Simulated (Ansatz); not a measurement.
# Lattice dynamics of CaI2 monolayer (1T)

Task: relax CaI2 monolayer (1T), then find its harmonic phonons.

Calculated with Ansatz 0.2.0; DFT LDA, scalar-relativistic, plane waves, PAW.

### 1. Starting point

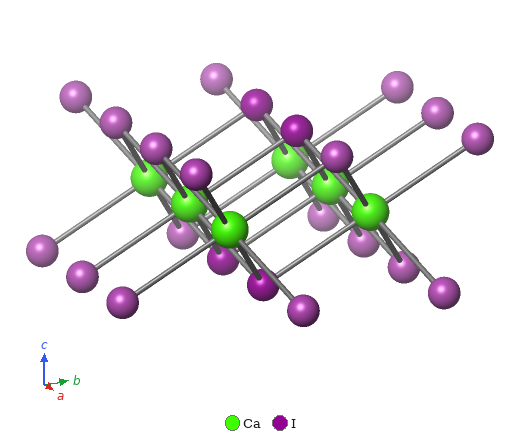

Start, viewed slightly off an axis; calcium green, iodine purple. 2×1×1 cells are drawn. Some periodic images of atoms are drawn too.

The cell holds 3 atoms: 1 Ca and 2 I. Cell: a = 4.450 Å, b = 4.450 Å, c = 20.000 Å, α = 90.0°, β = 90.0°, γ = 120.0°. Vacuum lies along c.

### 2. Relaxation

Harmonic phonons are second derivatives at a point where the forces vanish, and they are wanted at zero stress, so atoms and cell are relaxed first.

The program solves this slab on a cell height of its own, 30.4 Å, in place of the one typed.

File input.yaml:

```yaml
crystal:
  lattice:
    - [4.45, 0.0, 0.0]
    - [-2.225, 3.85381, 0.0]
    - [0.0, 0.0, 20.0]
  atoms:
    - { symbol: Ca, position: [0.0, 0.0, 0.5] }
    - { symbol: I, position: [0.333333, 0.666667, 0.5825] }
    - { symbol: I, position: [0.666667, 0.333333, 0.4175] }
  periodic: [true, true, false]
kpoints:
  mp_grid: { grid: [6, 6, 1] }
hamiltonian:
  xc: lda
scf:
  occupations: { method: gaussian, width: 0.02 }
output:
  forces: true
  stress: true
  eigenvalues: true
  write_density: true
  write_potential: true
  elf: true
  volumetric_format: npy
relax:
  adjacent_minimum: "off"
  f_tol: 0.005
  max_steps: 80
  cell: { stress_2d_tol: 0.02 }
```

Started as:

```
$ ansatz run input.yaml --threads 8 --pin off --max-ram 14336MiB --backend cpu --events-out ev --progress --plain --runs-dir out
```

Numbers of over 12 decimals in the logs are rounded to 6 here.

Log:

```text
Warning: crystal.periodic: the lattice vector that does not repeat stood 0.000° off the slab's normal, 20.000 Å along it as the deck builds it. The run solves the slab on a vector along the normal, 30.400 Å long, with every atom where it was (on the deck's vector they left 16.70 Å outside them, and the widest stretch free of ions among them is 1.65 Å). A fractional position that the run reports is one of the run's ce [...]
Warning: the atoms were moved onto the symmetric positions of the space group found under crystal.symmetry.tolerance 1.0e-5 (fractional; no operation is sought that the atoms, as they stand in a round, miss by more than twice it, and no atom is moved by as much as it), and the run uses the moved positions. Before a round's move an operation carried an atom to 4.45e-6 Å from where it should land, the largest such dist [...]
crystal.periodic: the lattice vector that does not repeat stood 0.000° off the slab's normal, 20.000 Å along it as the deck builds it. The run solves the slab on a vector along the normal, 30.400 Å long, with every atom where it was (on the deck's vector they left 16.70 Å outside them, and the widest stretch free of ions among them is 1.65 Å). A fractional position that the run reports is one of the run's cell, which [...]
Engine: ansatz 0.2.0, aarch64-unknown-linux-gnu
Pseudopotentials: kind: paw
Pseudopotential: Ca, paw, valence charge 10, recommended cutoff 420 eV (normal), Ca.paw.azcp
Pseudopotential: I, paw, valence charge 17, recommended cutoff 420 eV (normal), I.paw.azcp
Functional definition: SPW92
  exchange = slater_x
  correlation = pw_c
Crystal: 3 atoms, lattice volume = 521.343 Å³
Basis set: ecut = 420 eV, 10247 PW (Γ)
Bands: 27, of which v1, the nominal top of the filled ones, is band 22 counted from 1 (21 counted from 0)
Symmetry: 12 space group operations
Space group: P-3m1 (ITA 164), of the structure as read, at distance tolerance 8.0e-5 Å
k-points: 7 of 36
Non-local potential: Ca, projectors of the file, l = 0: 3, l = 1: 2, l = 2: 2
Non-local potential: I, projectors of the file, l = 0: 2, l = 1: 2, l = 2: 2, l = 3: 2
PAW form: soft (Blöchl's): semilocal exchange-correlation on the pseudo side does not see the compensation charge
PAW frozen core: Ca, regenerated for the run's functional, and the local potential with it (the file was generated under x = pbe(κ = 0.804, μ = 0.219515), c = pbe(β = 0.066725))
PAW frozen core: I, regenerated for the run's functional, and the local potential with it (the file was generated under x = pbe(κ = 0.804, μ = 0.219515), c = pbe(β = 0.066725))
PAW one-centre angular grid: Ca, 110 points (default); XC on 64 Gauss nodes
PAW one-centre angular grid: I, 590 points (default); XC on 64 Gauss nodes
Initial density: superposition of atomic densities (neutral atoms: chi_scale 0, normalization atom), corrected by the library's trained network
Initial wavefunctions: pseudopotential atomic-orbital guess
Functional: x = slater, c = lda
SCF iter   1: F=—  HF=-16489.125769 eV  |F-HF|=—  |Δ(HF+E_count)|=         —  Δρ=2.00e-3  dr2=1.13e-2  ethr=1.77e-3  ⟨swp⟩=22.7  Hψ=1868  notcnv=0
preconditioner: auto → Resta (q_TF=auto, 1.807 Å⁻¹)  ε∞=1.5  [insulator: Δε(μ)=3.774 eV  Ē_g=8.865 eV  σ=0.020 eV  W_gap=1.00  n_scr=58 (ndim 8)  ℏωp=6.5 eV  f_vac=0.765  D(μ)=0.00/eV (n_scr^D=0)  ε∞_Penn≈1.5  vacuum switching on, ρ_ref=5.7e-3 e/Å³]
SCF iter   2: F=—  HF=-16489.124490 eV  |F-HF|=—  |Δ(HF+E_count)|=   1.28e-3  Δρ=1.03e-3  dr2=2.41e-3  ethr=2.56e-5  ⟨swp⟩=4.7  Hψ=455  notcnv=0  defer=7
SCF iter   3: F=—  HF=-16489.124856 eV  |F-HF|=—  |Δ(HF+E_count)|=   3.66e-4  Δρ=2.65e-4  dr2=8.23e-4  ethr=5.48e-6  ⟨swp⟩=3.3  Hψ=354  notcnv=0  defer=7
SCF iter   4: F=—  HF=-16489.124691 eV  |F-HF|=—  |Δ(HF+E_count)|=   1.64e-4  Δρ=4.65e-5  dr2=1.18e-5  ethr=1.87e-6  ⟨swp⟩=3.0  Hψ=318  notcnv=0  defer=7
SCF iter   5: F=—  HF=-16489.124833 eV  |F-HF|=—  |Δ(HF+E_count)|=   1.42e-4  Δρ=1.63e-5  dr2=8.73e-7  ethr=2.68e-8  ⟨swp⟩=3.6  Hψ=386  notcnv=0  defer=7
iter 6 did not close the SCF: its close was put off until two iterations running show no level that it waits for move by more than its bar (scf_convergence_deferred on its scf_iter line)
SCF iter   6: F=-16489.124833 eV  HF=-16489.124833 eV  |F-HF|=6.37e-8  |Δ(HF+E_count)|=   8.06e-8  Δρ=3.48e-6  dr2=3.82e-8  ethr=2.27e-10  ⟨swp⟩=23.9  Hψ=1843  notcnv=0
iter 7 did not close the SCF: its close was put off until two iterations running show no level that it waits for move by more than its bar (scf_convergence_deferred on its scf_iter line)
SCF iter   7: F=-16489.124833 eV  HF=-16489.124833 eV  |F-HF|=1.34e-9  |Δ(HF+E_count)|=   6.66e-8  Δρ=8.91e-7  dr2=2.53e-9  ethr=8.68e-11  ⟨swp⟩=8.4  Hψ=1190  notcnv=0
SCF iter   8: F=-16489.124833 eV  HF=-16489.124833 eV  |F-HF|=1.24e-10  |Δ(HF+E_count)|=   1.99e-9  Δρ=1.80e-7  dr2=2.28e-10  ethr=5.74e-12  ⟨swp⟩=7.4  Hψ=1119  notcnv=0
SCF 1 converged in 8 iterations: F = -16489.124833 eV  dr2 = 2.28e-10
  greatest PAW one-centre occupation: 1.000 electrons in one spin orbital (limit 2), on the I atom at site 2 (counted from 0), in its partial waves of l = 2
relax step   1: F+E_penalty+E_count = -16489.12483324 eV  Δ(F+E_penalty+E_count) = +0.000e0 eV  max|allowed force component| = 1.921e-1 eV/Å  Δτ_max = 0.0000 Å  P = -0.121 N/m  Ω = 521.343 Å³  fix = [c, alpha, beta]  reactions: c -0.000 N/m  (8 SCF iters, dr2 threshold 1.00e-7 eV, accepted)
Crystal: 3 atoms, lattice volume = 512.505 Å³
Basis set: ecut = 420 eV, 10091 PW (Γ)
Initial density: handed on by an earlier stage of this run
Initial wavefunctions: those handed on with the density
iter 1 solved again at ethr=3.57e-5 eV; its pass at ethr=3.10e-3 eV (dr2=1.57e-2 eV) is discarded
SCF iter   1: F=—  HF=-16489.144393 eV  |F-HF|=—  |Δ(HF+E_count)|=         —  Δρ=1.21e-3  dr2=1.42e-2  ethr=3.57e-5  ⟨swp⟩=3.3  Hψ=1464  notcnv=0
preconditioner: auto → Resta (q_TF=auto, 1.812 Å⁻¹)  ε∞=1.5  [insulator: Δε(μ)=3.704 eV  Ē_g=8.873 eV  σ=0.020 eV  W_gap=1.00  n_scr=58 (ndim 8)  ℏωp=6.6 eV  f_vac=0.757  D(μ)=0.00/eV (n_scr^D=0)  ε∞_Penn≈1.5  vacuum switching on, ρ_ref=5.7e-3 e/Å³]
SCF iter   2: F=—  HF=-16489.141157 eV  |F-HF|=—  |Δ(HF+E_count)|=   3.24e-3  Δρ=6.05e-4  dr2=2.00e-3  ethr=3.22e-5  ⟨swp⟩=4.0  Hψ=337  notcnv=0
SCF iter   3: F=—  HF=-16489.140697 eV  |F-HF|=—  |Δ(HF+E_count)|=   4.60e-4  Δρ=3.05e-4  dr2=3.34e-4  ethr=4.55e-6  ⟨swp⟩=4.0  Hψ=441  notcnv=0
SCF iter   4: F=—  HF=-16489.140647 eV  |F-HF|=—  |Δ(HF+E_count)|=   4.97e-5  Δρ=1.07e-4  dr2=4.05e-5  ethr=7.60e-7  ⟨swp⟩=2.1  Hψ=234  notcnv=0
[...]
relax step   2: F+E_penalty+E_count = -16489.14078019 eV  Δ(F+E_penalty+E_count) = -1.595e-2 eV  max|allowed force component| = 9.092e-2 eV/Å  Δτ_max = 0.0944 Å  P = -0.550 N/m  Ω = 512.505 Å³  energy of the carried Pulay correction = +2.760e-4 eV  fix = [c, alpha, beta]  reactions: c -0.000 N/m  (6 SCF iters, dr2 threshold 3.00e-7 eV, accepted)
Crystal: 3 atoms, lattice volume = 508.403 Å³
Basis set: ecut = 420 eV, 10007 PW (Γ)
iter 1 solved again at ethr=1.87e-6 eV; its pass at ethr=3.10e-3 eV (dr2=8.22e-4 eV) is discarded
SCF iter   1: F=—  HF=-16489.145630 eV  |F-HF|=—  |Δ(HF+E_count)|=         —  Δρ=2.00e-4  dr2=1.10e-3  ethr=1.87e-6  ⟨swp⟩=3.1  Hψ=1357  notcnv=0
preconditioner: auto → Resta (q_TF=auto, 1.815 Å⁻¹)  ε∞=1.6  [insulator: Δε(μ)=3.610 eV  Ē_g=8.830 eV  σ=0.020 eV  W_gap=1.00  n_scr=58 (ndim 8)  ℏωp=6.6 eV  f_vac=0.758  D(μ)=0.00/eV (n_scr^D=0)  ε∞_Penn≈1.6  vacuum switching on, ρ_ref=5.7e-3 e/Å³]
SCF iter   2: F=—  HF=-16489.145374 eV  |F-HF|=—  |Δ(HF+E_count)|=   2.56e-4  Δρ=1.06e-4  dr2=1.45e-4  ethr=1.87e-6  ⟨swp⟩=3.9  Hψ=422  notcnv=0
SCF iter   3: F=—  HF=-16489.145478 eV  |F-HF|=—  |Δ(HF+E_count)|=   1.04e-4  Δρ=3.57e-5  dr2=7.95e-6  ethr=3.28e-7  ⟨swp⟩=3.7  Hψ=375  notcnv=0
SCF iter   4: F=—  HF=-16489.145476 eV  |F-HF|=—  |Δ(HF+E_count)|=   1.44e-6  Δρ=6.66e-6  dr2=3.02e-7  ethr=1.81e-8  ⟨swp⟩=2.4  Hψ=264  notcnv=0
SCF iter   5: F=-16489.145476 eV  HF=-16489.145476 eV  |F-HF|=1.88e-9  |Δ(HF+E_count)|=   3.86e-9  Δρ=1.41e-6  dr2=1.26e-8  ethr=6.82e-10  ⟨swp⟩=17.0  Hψ=1724  notcnv=0
SCF 3 converged in 5 iterations: F = -16489.145476 eV  dr2 = 1.26e-8
relax step   3: F+E_penalty+E_count = -16489.14547617 eV  Δ(F+E_penalty+E_count) = -4.696e-3 eV  max|allowed force component| = 3.437e-2 eV/Å  Δτ_max = 0.0064 Å  P = -0.342 N/m  Ω = 508.403 Å³  energy of the carried Pulay correction = +4.057e-4 eV  fix = [c, alpha, beta]  reactions: c -0.000 N/m  (5 SCF iters, dr2 threshold 3.00e-7 eV, accepted)
[...]
relax step   4: F+E_penalty+E_count = -16489.14920819 eV  Δ(F+E_penalty+E_count) = -3.732e-3 eV  max|allowed force component| = 1.188e-2 eV/Å  Δτ_max = 0.0104 Å  P = +0.004 N/m  Ω = 498.080 Å³  energy of the carried Pulay correction = +7.367e-4 eV  fix = [c, alpha, beta]  reactions: c +0.000 N/m  (5 SCF iters, dr2 threshold 1.65e-7 eV, accepted)
[...]
relax step   5: F+E_penalty+E_count = -16489.14928333 eV  Δ(F+E_penalty+E_count) = -7.515e-5 eV  max|allowed force component| = 1.091e-3 eV/Å  Δτ_max = 0.0048 Å  P = -0.006 N/m  Ω = 497.396 Å³  energy of the carried Pulay correction = +7.589e-4 eV  fix = [c, alpha, beta]  reactions: c -0.000 N/m  (5 SCF iters, dr2 threshold 8.83e-9 eV, accepted)
Initial wavefunctions: pseudopotential atomic-orbital guess (no wavefunctions were taken with the density)
iter 1 solved again at ethr=2.50e-7 eV; its pass at ethr=3.10e-3 eV (dr2=1.10e-4 eV) is discarded
SCF iter   1: F=—  HF=-16489.148370 eV  |F-HF|=—  |Δ(HF+E_count)|=         —  Δρ=1.96e-5  dr2=3.14e-7  ethr=2.50e-7  ⟨swp⟩=7.0  Hψ=2580  notcnv=0
preconditioner: auto → Resta (q_TF=auto, 1.821 Å⁻¹)  ε∞=1.6  [insulator: Δε(μ)=3.544 eV  Ē_g=8.900 eV  σ=0.020 eV  W_gap=1.00  n_scr=58 (ndim 8)  ℏωp=6.7 eV  f_vac=0.757  D(μ)=0.00/eV (n_scr^D=0)  ε∞_Penn≈1.6  vacuum switching on, ρ_ref=5.7e-3 e/Å³]
SCF iter   2: F=—  HF=-16489.148509 eV  |F-HF|=—  |Δ(HF+E_count)|=   1.40e-4  Δρ=9.07e-6  dr2=6.78e-8  ethr=7.14e-10  ⟨swp⟩=2.9  Hψ=364  notcnv=0
SCF iter   3: F=—  HF=-16489.148510 eV  |F-HF|=—  |Δ(HF+E_count)|=   9.28e-9  Δρ=1.45e-6  dr2=1.11e-8  ethr=1.54e-10  ⟨swp⟩=2.9  Hψ=359  notcnv=0
SCF iter   4: F=—  HF=-16489.148510 eV  |F-HF|=—  |Δ(HF+E_count)|=   1.45e-9  Δρ=5.40e-7  dr2=1.85e-9  ethr=2.53e-11  ⟨swp⟩=4.0  Hψ=417  notcnv=0
SCF iter   5: F=—  HF=-16489.148510 eV  |F-HF|=—  |Δ(HF+E_count)|=  3.71e-10  Δρ=1.58e-7  dr2=7.46e-11  ethr=4.20e-12  ⟨swp⟩=3.6  Hψ=381  notcnv=0
SCF iter   6: F=—  HF=-16489.148510 eV  |F-HF|=—  |Δ(HF+E_count)|=  2.18e-11  Δρ=2.50e-8  dr2=2.97e-12  ethr=1.00e-12  ⟨swp⟩=1.4  Hψ=200  notcnv=0
SCF iter   7: F=-16489.148510 eV  HF=-16489.148510 eV  |F-HF|=3.64e-12  |Δ(HF+E_count)|=  3.64e-12  Δρ=6.38e-9  dr2=4.42e-13  ethr=1.00e-12  ⟨swp⟩=10.9  Hψ=1045  notcnv=0
SCF 6 converged in 7 iterations: F = -16489.148510 eV  dr2 = 4.42e-13
relax step   6: F+E_penalty+E_count = -16489.14850951 eV  Δ(F+E_penalty+E_count) = +7.738e-4 eV  max|allowed force component| = 1.066e-3 eV/Å  Δτ_max = 0.0000 Å  P = -0.007 N/m  Ω = 497.396 Å³  fix = [c, alpha, beta]  reactions: c -0.000 N/m  stress off target by 6.55e-3 N/m on what of the cell is left free  SCF on the basis re-selected at this cell (its energy is not comparable with the rows above)  (7 SCF iters)
basis re-selected at this cell: Δ(F+E_penalty+E_count) = +7.738e-4 eV, ΔP = -0.000 N/m vs the last step (what re-selecting the basis moved, of the pressure what is left beyond the Pulay correction that the steps carried, after the strain that the cell walked since its last selection, with what the two solves' SCF thresholds leave and, on support functions, any second-order correction that the steps lacked; it is no m [...]
WARN: The output density's exchange-correlation potential varies sharply where the density is thin. Do not read a vacuum level from v_tot or v_xc, or from such a field of the output density. On a cell that repeats whose density bears no net charge and no dipole along the vacuum's axis use v_es (v_loc + v_h of the components); under efield.dipole_correction with no amplitude use v_es + v_field, which holds any externa [...]
SCF converged after 7 iterations
Free energy (F): -16489.148510 eV
Harris-Foulkes:  -16489.148510 eV  (|F-HF|=3.64e-12)
Internal energy: -16489.148510 eV  (E = F + TS)
E sigma→0 (E₀):  -16489.148510 eV
Fermi energy:    -4.964138 eV
--- Per-component energies (eV) ---
  E_band       = -1420.975232
  E_kinetic    = 658.311809
  E_local      = -66154.117699  (includes V_loc(G=0)·N_el)
  E_nonlocal   = -103.549122
  E_hartree    = 32756.929830
  E_xc         = -390.540398
  E_vxc        = -428.299635  (∫ρ·V_xc dr)
  E_paw        = -10137.228752  (= ΣΔE_a)
  E_vpaw       = -907.180339  (= ΣTr[D̂ρ^β])
  E_aug_tail   = 0.000100  (compensation charges beyond the density's cutoff)
  E_ewald      = 26879.200127
  E_core_change = 1.845596  (= ΣΔE_core)
  E_smearing   = -0.000000  (= −TS)
  E_closure    = 0.000000  (closes the sum)
  Σ components = -16489.148510   (vs F -16489.148510, Δ=0.00e0)
--- Forces (eV/Å), atoms counted from 1 ---
  atom   1  Ca     0.00000000    -0.00000000     0.00000000
  atom   2  I      0.00000000    -0.00000000    -0.00106617
  atom   3  I     -0.00000000     0.00000000     0.00106617
  max |Σ_I F_I| component: 4.41e-24 eV/Å
--- 2D stress c σ (N/m, compression-positive) ---
       -0.006554       0.000000      -0.000000
        0.000000      -0.006554      -0.000000
       -0.000000      -0.000000      -0.000000
  P = ½ c Tr σ = -0.0066 N/m
--- Band table (eV; the first three rows and the last of 7) ---
  k-point 0: bands = [... 18 lower, -7.4783, -7.2936, -6.7363, -6.7363, -2.3272, -2.2475, -2.2475, -1.8821, ... 1 higher]
  k-point 1: bands = [... 18 lower, -7.5087, -7.4663, -7.1040, -6.9394, -2.5681, -1.9371, -1.9254, -1.5086, ... 1 higher]
  k-point 2: bands = [... 18 lower, -8.0427, -7.5609, -7.3102, -7.2947, -3.0162, -1.5366, -1.3876, -1.0025, ... 1 higher]
  k-point 6: bands = [... 18 lower, -8.6307, -8.0224, -7.6451, -7.6451, -1.9174, -1.7338, -1.7338, -0.6910, ... 1 higher]
--- Relaxed structure (5 steps of the walk, 5 accepted, 1 SCFs on fresh bases) ---
  F+E_penalty+E_count = -16489.14850951 eV   max|allowed force component| = 1.066e-3 eV/Å   (the final SCF, on the basis selected at the relaxed cell)
  cell:  # Å, volume = 497.3960 Å³
    - [4.346594, 0.0, 0]
    - [-2.173297, 3.764260, 0]
    - [0, 0, 30.400000]
  atoms:
    - { symbol: Ca, position: [0, 0, 0.328947] }
    - { symbol: I, position: [0.333333, 0.666667, 0.386618] }
    - { symbol: I, position: [0.666667, 0.333333, 0.271277] }
```

Wall time 6.4 s (8 threads of Arm Neoverse V2, shared host); peak memory 0.85 GiB.

Step by step:

| step | energy less that of the first step (eV) | largest force component (eV/Å) | volume (Å³) |
| --- | --- | --- | --- |
| 1 | 0.0000 | 0.1921 | 521.34 |
| 2 | -0.0159 | 0.0909 | 512.51 |
| 3 | -0.0206 | 0.0344 | 508.40 |
| 4 | -0.0244 | 0.0119 | 498.08 |
| 5 | -0.0244 | 0.0011 | 497.40 |
| 6* | -0.0237 | 0.0011 | 497.40 |

Relaxation steps marked * repeat the geometry before them on a plane-wave basis chosen anew for their cell, so energy and pressure can jump there.

The run keeps the 12 symmetry operations that it works with, so distortions that break them were not tested.

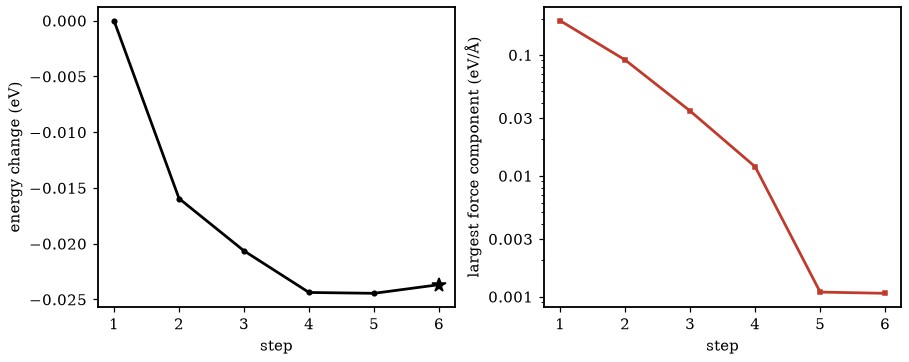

Energy and largest force along the relaxation. Stars mark steps on a basis chosen anew.

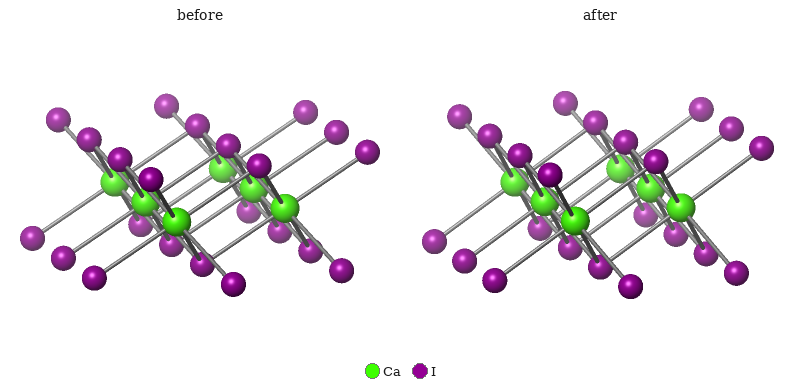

The structure before and after the relaxation, drawn at the same scale.

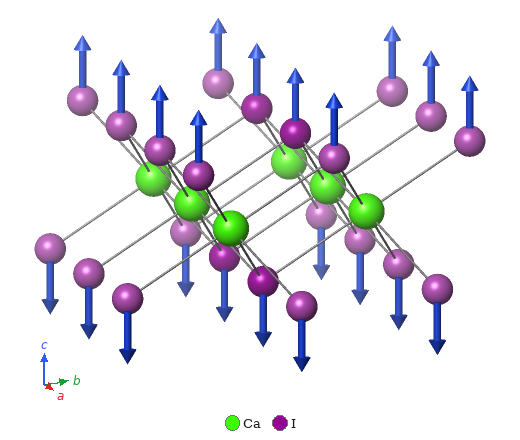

Displacements in the relaxation, exaggerated, measured against the changing cell; the longest in the cell stands for 0.10 Å. 2×1×1 cells are drawn. Some periodic images of atoms are drawn too.

| cell as run | before | after | change |
| --- | --- | --- | --- |
| a (Å) | 4.450 | 4.347 | -2.3 % |
| b (Å) | 4.450 | 4.347 | -2.3 % |

The atoms that moved most (Å, along periodic axes as changes of fractional coordinates times the final cell, across vacuum about the mean position):

| atom | dx | dy | dz | length |
| --- | --- | --- | --- | --- |
| I2 | 0.000 | 0.000 | 0.103 | 0.103 |
| I3 | 0.000 | 0.000 | -0.103 | 0.103 |

Final coordinates:

```xyz
3
Lattice="4.3466 0.0000 0.0000 -2.1733 3.7643 0.0000 0.0000 0.0000 30.4000" Properties=species:S:1:pos:R:3
Ca    0.0000    0.0000   10.0000
I     0.0000    2.5095   11.7532
I     2.1733    1.2548    8.2468
```

Numbers from this step:

```yaml
gap_on_the_k_mesh: 3.544 eV
direct_gap_on_mesh: 4.279 eV
area_per_atom: 5.454 Å²
```

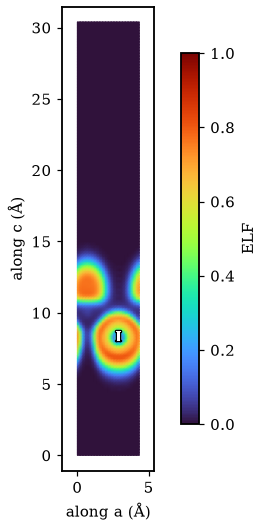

ELF in the ac plane at fractional y = 0.333, with atoms of I within 0.2 Å of it. It is the smooth field of the valence electrons, not physical close to the nuclei.

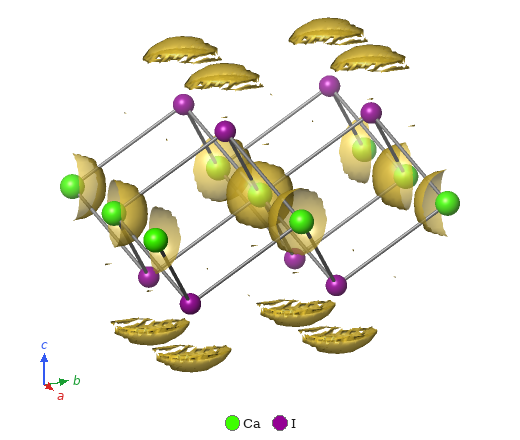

Surface of ELF = 0.79. 2×2×1 cells are drawn.

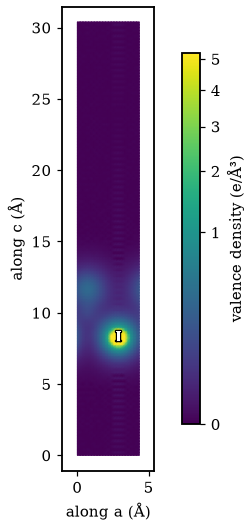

Valence density in the ac plane at fractional y = 0.333, with atoms of I within 0.2 Å of it. It is the smooth field of the valence electrons, not physical close to the nuclei. The colour scale is stretched toward low values.

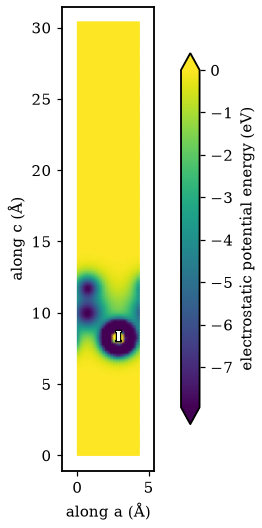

Electrostatic potential energy in the ac plane at fractional y = 0.333, with atoms of I within 0.2 Å of it. With pseudopotentials it is smooth inside the atoms' cores, unlike the true potential.

The cell shrank by 2.3 % in its periodic edges. First to last step the energy falls by 0.024 eV, across changes of basis; the largest move, 0.10 Å, is that of I2 and 1 other atom alike.

(Part 1 of 3 ends here.)

[Logs are printed without paths, hosts, clocks, repeated set-up lines and the standing remarks that a program may print on its own settings, such as how far it seeks lower states.]

[Hosts, paths, dates, database ids (printed as entryN), source tags and the programs' standing remarks are cut or masked in the printed files.]
